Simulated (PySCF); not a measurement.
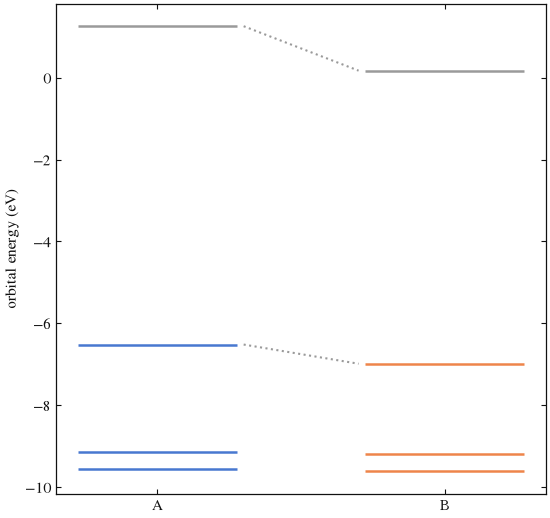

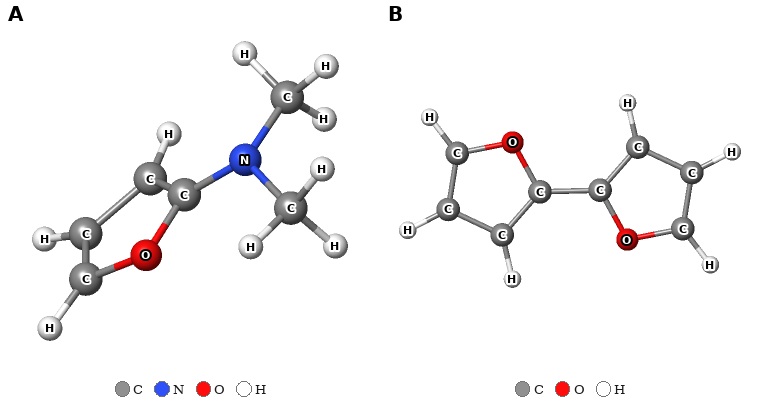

Related molecules: A is C₆H₉NO, SMILES CN(C)c1ccco1; B is C₈H₆O₂, SMILES c1coc(-c2ccco2)c1. Frontier orbital energies, CAM-B3LYP/def2-SVPD in PySCF 2.14.0, at a PBE0-D3(BJ)/def2-SVP geometry (no frequency check); drawn are at most three filled levels and, in grey, the LUMO with any level within 0.03 eV of it; dotted lines join the HOMOs and the LUMOs.

What does the change do to the frontier levels?

Answer. From A to B the HOMO falls by 0.47 eV and the LUMO falls by 1.09 eV, so the separation goes from 7.78 to 7.16 eV.

Does the ΔSCF ionisation energy follow the HOMO?

Answer. A: −ε(HOMO) 6.52, ΔSCF 7.19 eV; B: −ε(HOMO) 6.99, ΔSCF 7.62 eV.

Limits of at least one run: empty levels above zero depend strongly on the basis; one conformer of a flexible molecule.
